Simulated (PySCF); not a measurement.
```xyz
13

C     2.7379   -0.2142    0.0353
C     1.3271    0.0194    0.2548
C     0.1611    0.2177    0.4462
C    -1.2533    0.4520    0.6661
C    -2.0803   -0.1949   -0.4417
F    -3.4186    0.0321   -0.2253
H     3.3098    0.1328    0.8957
H     3.0723    0.3234   -0.8518
H     2.9221   -1.2791   -0.1058
H    -1.5519    0.0327    1.6312
H    -1.4510    1.5277    0.6830
H    -1.9405   -1.2807   -0.4631
H    -1.8392    0.2316   -1.4209
```

Geometry: GFN2-xTB.

These are results of PySCF, wB97X-D/def2-SVPD, SCF density, gas phase, not measurements.

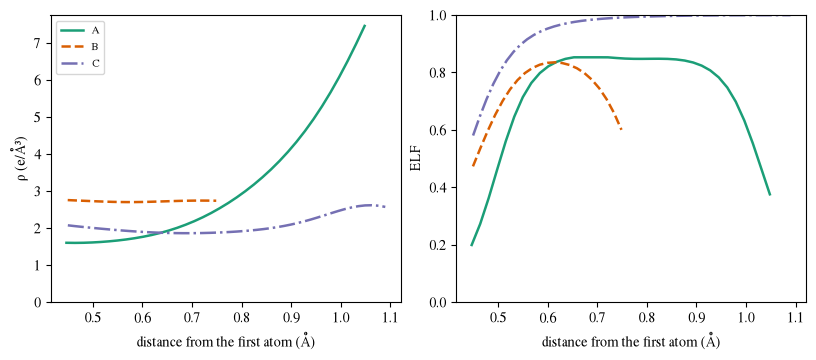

C₅H₇F (SMILES CC#CCCF). Total electron density and ELF along straight lines between neighbouring atoms. The curves leave out the atomic cores.

Which curve belongs to which contact (C–C, C–F and C–H)? The first atom named is at distance zero.

Curve A: C–F (1.37 Å): ρ at the midpoint is about 2.1 e/Å³, with its minimum of 1.6 e/Å³ about 0.5 Å from C; the ELF peaks at about 0.85 between the atoms, as expected for a polar covalent bond. Curve B: C–C (1.20 Å): the density is about 2.7 e/Å³ at the midpoint; the ELF peaks at about 0.85 between the atoms: a short, multiple covalent bond. Curve C: C–H (1.09 Å): ρ at the midpoint is about 1.9 e/Å³; the ELF climbs to about 1 towards the hydrogen, as it does in any bond to H; an ordinary covalent bond to hydrogen.
